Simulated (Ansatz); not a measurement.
# Fields on a plane of Zr (hcp, Mg type)

```
Zr
1.0
    3.23160     0.00000     0.00000
   -1.61580     2.79864     0.00000
    0.00000     0.00000     5.17363
Zr
2
Direct
  0.33333   0.66667   0.75000
  0.66667   0.33333   0.25000
```

The slice is a (1 -1 0 0) plane (indices of the conventional cell) through the point (0.667, 0.333, 0.250) (fractional), spanned by u = [110] and v = [001] in vectors of this cell: u (3.23 Å) and v (5.17 Å, at 90° to u). It covers one period; positions are fractions (u, v).

Atoms on it: Zr at (0.00, 0.00). Other atoms lie within 1 Å of the plane.

The numbers are results of PBE (plane waves to 420 eV, PAW, scalar-relativistic; Ansatz, an electronic-structure program), not measurements. k mesh 17×17×9. Near the nuclei the fields are pseudised (PAW); where an atom keeps semicore shells as valence, they peak there. The PAW data are Ansatz's earlier set. Zr is run without spin polarisation. Zr was relaxed with its symmetry unable to fall.

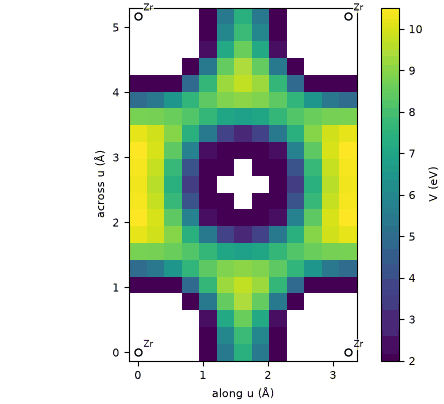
Electrostatic potential energy of an electron, from the cell's mean, in eV, one period of the plane, atoms marked. Points within 1 Å of a nucleus are left white, as the pseudised field means little there. Values under 2 eV are set to 2. The zero, the cell's mean, hangs on the PAW cores.

```
|999999662200000022669999|
|999977441100000011447799|
|776644220000000000224466|
|333311000000000000001133|
|111100000000000000000011|
|000000000000000000000000|
|000000000011111100000000|
|000000001122222211000000|
|000000112233443322110000|
|000000112244554422110000|
|000000112233443322110000|
|000000001122222211000000|
|000000000011111100000000|
|000000000000000000000000|
|111100000000000000000011|
|333311000000000000001133|
|776644220000000000224466|
|999977441100000011447799|
|999999662200000022669999|
|999999662200000022669999|
```
Scale: ten equal steps from -0.82 (start of '0') to 0.63 (end of '9'), in the order '0123456789'. Values: log₁₀ of the valence density in e/Å³. The map has 12 points along u (two characters each, u = 0 at the left) and 20 along v (v = 0 in the bottom row). The scale is logarithmic, as a density can span decades between atoms and voids.

| Property | Value |
|---|---|
| Density on the Zr–Zr line (3.23 Å) at its midpoint | 0.17 e/Å³ |
| ELF at that point | 0.24 |
